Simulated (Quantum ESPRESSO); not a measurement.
# 2H-MoTe2, layer by layer, part 2 of 8

Aim: screening, gap and ionisation potential of 2H-MoTe2 against the number of layers.

Quantum ESPRESSO 7.5; plane-wave DFT, PBE, GBRV ultrasoft pseudopotentials.

So far. Step 2 (Relaxing cell and ions, 1 layer):  The last row is no step: it is a fresh SCF in the final cell with a new plane-wave basis, +0 meV from the row before.

## 3. Ground state, 1 layer: no field

The zero-field run is the reference. tefield and dipfield are on already, so that all runs share k-points and boundary.

Level of this step: plane-wave DFT, PBE, GBRV ultrasoft pseudopotentials (Quantum ESPRESSO 7.5).

The input, n1.f0.in:

```
&control
  prefix = 'n1.f0'
  outdir = './out'
  pseudo_dir = './pseudo'
  calculation = 'scf'
  tprnfor = .true.
  tefield = .true.
  dipfield = .true.
/
&system
  ibrav = 0
  nat = 3
  ntyp = 2
  ecutwfc = 40
  ecutrho = 200
  occupations = 'smearing'
  smearing = 'fd'
  degauss = 0.004
  edir = 3
  emaxpos = 0.97
  eopreg = 0.04
  eamp = 0.0
  nbnd = 17
/
&electrons
  conv_thr = 1e-09
  mixing_beta = 0.4
  electron_maxstep = 120
  mixing_mode = 'plain'
/
ATOMIC_SPECIES
  Te  127.6000  te_pbe_v1.uspp.F.UPF
  Mo  95.9500  mo_pbe_v1.uspp.F.UPF
CELL_PARAMETERS angstrom
  3.52083076100000 0.00000000000000 0.00000000000000
  -1.76041538000000 3.04912888100000 0.00000000000000
  0.00000000000000 0.00000000000000 20.77410263100000
ATOMIC_POSITIONS crystal
  Te  0.333333333300 0.666666666700 0.412471503400
  Mo  0.000000000000 0.000000000000 0.500000000000
  Te  0.333333333300 0.666666666700 0.587528496600
K_POINTS automatic
  12 12 1 0 0 0
```

The run is started by

```bash
$ OMP_NUM_THREADS=1 mpirun -n 4 pw.x -nk 4 -in n1.f0.in > n1.f0.out
```

The log of the run:

```text
[banner, memory and clock lines left out]
Program PWSCF v.7.5 starts
[citation notice left out]

[...]
bravais-lattice index     =            0
     lattice parameter (alat)  =       6.6534  a.u.
     unit-cell volume          =    1505.0115 (a.u.)^3
     number of atoms/cell      =            3
     number of atomic types    =            2
     number of electrons       =        26.00
     number of Kohn-Sham states=           17
     kinetic-energy cutoff     =      40.0000  Ry
     charge density cutoff     =     200.0000  Ry
     scf convergence threshold =      1.0E-09
     mixing beta               =       0.4000
     number of iterations used =            8  plain     mixing
     Exchange-correlation= SLA  PW   PBE  PBE
                           (   1   4   3   4   0   0   0)

[...]
PseudoPot. # 1 for Te read from file:
     ./pseudo/te_pbe_v1.uspp.F.UPF
     Pseudo is Ultrasoft + core correction, Zval =  6.0
     Generated by new atomic code, or converted to UPF format
     Using radial grid of  891 points,  5 beta functions with:
                l(1) =   0
                l(2) =   0
                l(3) =   1
                l(4) =   1
                l(5) =   2
     Q(r) pseudized with  6 coefficients,  rinner =    1.800   1.800   1.800
                                                       1.800   1.800

     PseudoPot. # 2 for Mo read from file:
     ./pseudo/mo_pbe_v1.uspp.F.UPF
     Pseudo is Ultrasoft + core correction, Zval = 14.0
     Generated by new atomic code, or converted to UPF format
     Using radial grid of  889 points,  6 beta functions with:
                l(1) =   0
                l(2) =   0
                l(3) =   1
                l(4) =   1
                l(5) =   2
                l(6) =   2
     Q(r) pseudized with  6 coefficients,  rinner =    1.000   1.000   1.000
                                                       1.000   1.000

     atomic species   valence    mass     pseudopotential
     Te                6.00   127.60000     Te( 1.00)
     Mo               14.00    95.95000     Mo( 1.00)

     No symmetry found

[...]
number of k points=    74  Fermi-Dirac smearing, width (Ry)=  0.0040
[...]
Dense  grid:    71619 G-vectors     FFT dimensions: (  30,  30, 180)

     Smooth grid:    51633 G-vectors     FFT dimensions: (  27,  27, 160)

     Initial potential from superposition of free atoms

     starting charge      25.9985, renormalised to      26.0000

     negative rho (up, down):  2.659E-03 0.000E+00

     Adding external electric field

     Computed dipole along edir(3) :
        Dipole                0.0000 Ry au,          0.0000 Debye
        Dipole field          0.0000 Ry au,

        Potential amp.       -0.0000 Ry
        Total length         37.6871 bohr

     Starting wfcs are   21 randomized atomic wfcs

     per-process dynamical memory:    74.3 Mb

     Self-consistent Calculation

     iteration #  1     ecut=    40.00 Ry     beta= 0.40
     Davidson diagonalization with overlap
     ethr =  1.00E-02,  avg # of iterations =  2.0

     negative rho (up, down):  2.733E-03 0.000E+00

     Adding external electric field

     Computed dipole along edir(3) :
        Dipole               -0.0001 Ry au,         -0.0004 Debye
        Dipole field         -0.0000 Ry au,

        Potential amp.        0.0001 Ry
        Total length         37.6871 bohr

     total energy              =    -192.10914559 Ry
     estimated scf accuracy    <       0.59486318 Ry

     iteration #  2     ecut=    40.00 Ry     beta= 0.40
[...]
negative rho (up, down):  2.531E-03 0.000E+00

[...]
Dipole                0.0002 Ry au,          0.0004 Debye
[...]
total energy              =    -192.14230316 Ry
     estimated scf accuracy    <       2.55031456 Ry

     iteration #  3     ecut=    40.00 Ry     beta= 0.40
[...]
negative rho (up, down):  2.547E-03 0.000E+00

[...]
Dipole               -0.0000 Ry au,         -0.0001 Debye
[...]
total energy              =    -192.38497500 Ry
     estimated scf accuracy    <       0.02426190 Ry

     iteration #  4     ecut=    40.00 Ry     beta= 0.40
[...]
negative rho (up, down):  2.622E-03 0.000E+00

[...]
Dipole                0.0015 Ry au,          0.0038 Debye
[...]
total energy              =    -192.38572454 Ry
     estimated scf accuracy    <       0.00722795 Ry

     iteration #  5     ecut=    40.00 Ry     beta= 0.40
[...]
negative rho (up, down):  2.629E-03 0.000E+00

[...]
Dipole               -0.0060 Ry au,         -0.0151 Debye
[...]
total energy              =    -192.38761775 Ry
     estimated scf accuracy    <       0.00178001 Ry

     iteration #  6     ecut=    40.00 Ry     beta= 0.40
[...]
negative rho (up, down):  2.636E-03 0.000E+00

[...]
Dipole                0.0062 Ry au,          0.0157 Debye
[...]
total energy              =    -192.38776747 Ry
     estimated scf accuracy    <       0.00351267 Ry

[...]
iteration # 12     ecut=    40.00 Ry     beta= 0.40
[...]
negative rho (up, down):  2.649E-03 0.000E+00

[...]
Dipole               -0.0000 Ry au,         -0.0000 Debye
[...]
total energy              =    -192.38739199 Ry
     estimated scf accuracy    <       0.00000014 Ry

     iteration # 13     ecut=    40.00 Ry     beta= 0.40
[...]
negative rho (up, down):  2.648E-03 0.000E+00

[...]
Dipole                0.0000 Ry au,          0.0000 Debye
[...]
total energy              =    -192.38739202 Ry
     estimated scf accuracy    <          5.1E-09 Ry

     iteration # 14     ecut=    40.00 Ry     beta= 0.40
[...]
negative rho (up, down):  2.648E-03 0.000E+00

[...]
Dipole                0.0000 Ry au,          0.0000 Debye
[...]
total energy              =    -192.38739202 Ry
     estimated scf accuracy    <          2.1E-09 Ry

     iteration # 15     ecut=    40.00 Ry     beta= 0.40
[...]
negative rho (up, down):  2.648E-03 0.000E+00

[...]
Dipole                0.0000 Ry au,          0.0000 Debye
[...]
End of self-consistent calculation

          k = 0.0000 0.0000 0.0000 (  6499 PWs)   bands (ev):

   -60.5834 -34.7448 -34.6086 -34.6086 -12.5375 -11.6237  -4.8980  -1.7126
    -1.4661  -1.4661  -0.6941  -0.6941  -0.3954   3.2612   3.2612   3.5169
     3.5170

          k = 0.0000 0.0962 0.0000 (  6453 PWs)   bands (ev):

   -60.5828 -34.7430 -34.6172 -34.6106 -12.4404 -11.5550  -4.7910  -1.8708
    -1.6881  -1.3861  -0.8257  -0.6455  -0.3976   2.8554   2.9413   3.3060
     3.3442

[...]
the Fermi energy is     0.7168 ev

!    total energy              =    -192.38739202 Ry
     estimated scf accuracy    <          2.8E-11 Ry
     smearing contrib. (-TS)   =      -0.00000019 Ry
     internal energy E=F+TS    =    -192.38739184 Ry

     The total energy is F=E-TS. E is the sum of the following terms:
     one-electron contribution =    -915.10751780 Ry
     hartree contribution      =     458.73411495 Ry
     xc contribution           =     -48.31960864 Ry
     ewald contribution        =     312.30561965 Ry
     electric field correction =       0.00000000 Ry

     convergence has been achieved in  15 iterations

     negative rho (up, down):  2.648E-03 0.000E+00

     Forces acting on atoms (cartesian axes, Ry/au):

     atom    1 type  1   force =    -0.00000000   -0.00000002   -0.00578622
     atom    2 type  2   force =     0.00000001    0.00000002   -0.00000007
     atom    3 type  1   force =    -0.00000000   -0.00000001    0.00578629

     Total force =     0.008183     Total SCF correction =     0.000011

[...]
```

It took 57 s on 4 MPI ranks of Arm Neoverse V1, shared host; peak memory 0.58 GiB; 3.8 min of CPU time.

Numbers from this step:

| Property | Result |
| --- | --- |
| free energy | -2617.5638 eV |
| Fermi energy | 0.7168 eV |
| dipole along the normal | 0 e·Å |
| valence top, on the run's zero | 0.1599 eV |
| conduction bottom, on the run's zero | 1.309 eV |
| gap by band count | 1.149 eV |

The run needed 15 iterations to bring the estimated error under 1e-09 Ry; the largest force on any atom, held or free, is 0.15 eV/Å.

## 4. Electrostatic potential, 1 layer

The vacuum level is read from the electrostatic potential (plot_num = 11), averaged over planes.

The input, n1.f0.pot.in:

```
&inputpp
  prefix = 'n1.f0'
  outdir = './out'
  filplot = 'n1.f0.pot.dat'
  plot_num = 11
/
```

The run is started by

```bash
$ OMP_NUM_THREADS=1 mpirun -n 4 pp.x -in n1.f0.pot.in > n1.f0.pot.out
```

The log of the run:

```text
[banner, memory and clock lines left out]
Program POST-PROC v.7.5 starts

          URL

     ./out/n1.f0.save/

     IMPORTANT: XC functional enforced from input :
     Exchange-correlation= PBE
                           (   1   4   3   4   0   0   0)
     Any further DFT definition will be discarded
     Please, verify this is what you really want

     negative rho (up, down):  2.648E-03 0.000E+00

     Adding external electric field

     Computed dipole along edir(3) :
        Dipole                0.0000 Ry au,          0.0000 Debye
        Dipole field          0.0000 Ry au,

        Potential amp.       -0.0000 Ry
        Total length         37.6871 bohr

     Calling punch_plot, plot_num =  11

     Adding external electric field

     Computed dipole along edir(3) :
        Dipole                0.0000 Ry au,          0.0000 Debye
        Dipole field          0.0000 Ry au,

        Potential amp.       -0.0000 Ry
        Total length         37.6871 bohr

     Writing data to file  n1.f0.pot.dat
     Message from routine chdens:
     namelist plot not found or invalid, exiting
```

The job ended after 0.97 s (4 MPI ranks; peak memory 0.09 GiB).

Read from the output:

| Property | Result |
| --- | --- |
| slope of the potential above | 1.15e-4 eV/Å |
| upper vacuum line continued to the top atoms, over the valence top | 4.803 eV |
| slope of the potential below | -9.14e-5 eV/Å |
| lower vacuum line continued to the bottom atoms, over the valence top | 4.803 eV |
| vacuum level at the upper face over the valence top of the mesh | 4.803 eV |
| vacuum level at the lower face over the valence top of the mesh | 4.803 eV |

Electrostatic potential energy of an electron, with the sawtooth; zero at the highest filled level of the SCF mesh. The potential energy, planar mean by z:

| z (Å) | potential energy, planar mean (eV) |
| --- | --- |
| 0 | 4.80 |
| 1 | 4.80 |
| 2 | 4.80 |
| 3 | 4.80 |
| 4 | 4.80 |
| 5 | 4.80 |
| 6 | 4.75 |
| 7 | 3.95 |
| 8 | 7.97 |
| 9 | 12.3 |
| 10 | -13.9 |
| 11 | -7.57 |
| 12 | 19.5 |
| 13 | 1.98 |
| 14 | 4.35 |
| 15 | 4.77 |
| 16 | 4.80 |
| 17 | 4.80 |
| 18 | 4.80 |
| 19 | 4.80 |
| 20 | 4.80 |

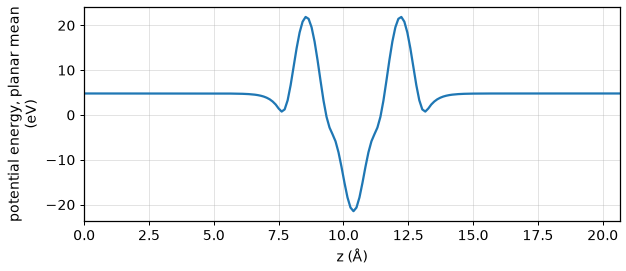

Potential energy, planar mean against z.

## 5. SCF with pw.x, 1 layer: field 0.1 V/Å

eamp is the field in Hartree atomic units (1 a.u. = 51.42 V/Å). With dipfield on, it is the field in the vacuum beside an isolated sheet. The run starts from the density of the one before.

n1.f1.in, as its differences from the input of step 3:

```diff
@@ -1,3 +1,3 @@
 &control
-  prefix = 'n1.f0'
+  prefix = 'n1.f1'
   outdir = './out'
@@ -21,3 +21,3 @@
   eopreg = 0.04
-  eamp = 0.0
+  eamp = 0.00194469
   nbnd = 17
@@ -29,2 +29,3 @@
   mixing_mode = 'plain'
+  startingpot = 'file'
 /
```

The run is started by

```bash
$ cp -r out/n1.f0.save out/n1.f1.save
$ OMP_NUM_THREADS=1 mpirun -n 4 pw.x -nk 4 -in n1.f1.in > n1.f1.out
```

The log of the run:

```text
[banner, memory and clock lines left out]
Program PWSCF v.7.5 starts
[...]
number of electrons       =        26.00
     number of Kohn-Sham states=           17
     kinetic-energy cutoff     =      40.0000  Ry
     charge density cutoff     =     200.0000  Ry
[...]
number of k points=    74  Fermi-Dirac smearing, width (Ry)=  0.0040
[...]
Dense  grid:    71619 G-vectors     FFT dimensions: (  30,  30, 180)
[...]
The initial density is read from file :
[...]
negative rho (up, down):  2.648E-03 0.000E+00
[...]
Starting wfcs are   21 randomized atomic wfcs
[...]
negative rho (up, down):  2.645E-03 0.000E+00
[...]
estimated scf accuracy    <       0.01647841 Ry
[...]
negative rho (up, down):  2.648E-03 0.000E+00
[...]
estimated scf accuracy    <       0.26814571 Ry
[...]
negative rho (up, down):  2.647E-03 0.000E+00
[...]
estimated scf accuracy    <       0.00008516 Ry
[...]
negative rho (up, down):  2.647E-03 0.000E+00
[...]
estimated scf accuracy    <       0.00004608 Ry
[...]
negative rho (up, down):  2.647E-03 0.000E+00
[...]
estimated scf accuracy    <       0.00001179 Ry
[...]
negative rho (up, down):  2.647E-03 0.000E+00
[...]
estimated scf accuracy    <       0.00000039 Ry
[...]
negative rho (up, down):  2.647E-03 0.000E+00
[...]
estimated scf accuracy    <       0.00000010 Ry
[...]
negative rho (up, down):  2.647E-03 0.000E+00
[...]
estimated scf accuracy    <       0.00000001 Ry
[...]
negative rho (up, down):  2.647E-03 0.000E+00
[...]
estimated scf accuracy    <          5.4E-09 Ry
[...]
negative rho (up, down):  2.647E-03 0.000E+00
[...]
Computed dipole along edir(3) :
        Dipole                0.0711 Ry au,          0.1808 Debye
        Dipole field          0.0006 Ry au,
        E field amplitude [Ha a.u.]:  1.9447E-03
        Potential amp.        0.1018 Ry
        Total length         37.6871 bohr
[...]
the Fermi energy is     0.7306 ev
!    total energy              =    -192.38753037 Ry
     estimated scf accuracy    <          1.9E-10 Ry
     smearing contrib. (-TS)   =      -0.00000019 Ry
     internal energy E=F+TS    =    -192.38753018 Ry
[...]
one-electron contribution =    -915.10603855 Ry
     hartree contribution      =     458.73269464 Ry
     xc contribution           =     -48.31957152 Ry
     ewald contribution        =     312.30561965 Ry
     electric field correction =      -0.00023440 Ry
     convergence has been achieved in  10 iterations
     negative rho (up, down):  2.647E-03 0.000E+00
[...]
Total force =     0.008229     Total SCF correction =     0.000037
[...]
```

Run time: 46 s. Hardware: 4 MPI ranks; peak memory 0.71 GiB; 3 min of CPU time.

Read from the output:

```
free energy                          : -2617.5657 eV
Fermi energy                         : 0.7306 eV
dipole along the normal              : 0.03764 e·Å
valence top, on the run's zero       : 0.1738 eV
conduction bottom, on the run's zero : 1.323 eV
```

(Part 2 of 8 ends here.)

[Logs are printed without paths, hosts, clocks, repeated set-up lines and the standing remarks that a program may print on its own settings, such as how far it seeks lower states.]

[Hosts, paths, dates, database ids (printed as entryN), source tags and the programs' standing remarks are cut or masked in the printed files.]

[Maps of the electrostatic potential energy from Ansatz leave out the sawtooth potential of an applied field or a dipole correction, so their vacuum need not be flat; planar profiles and work functions include it.]
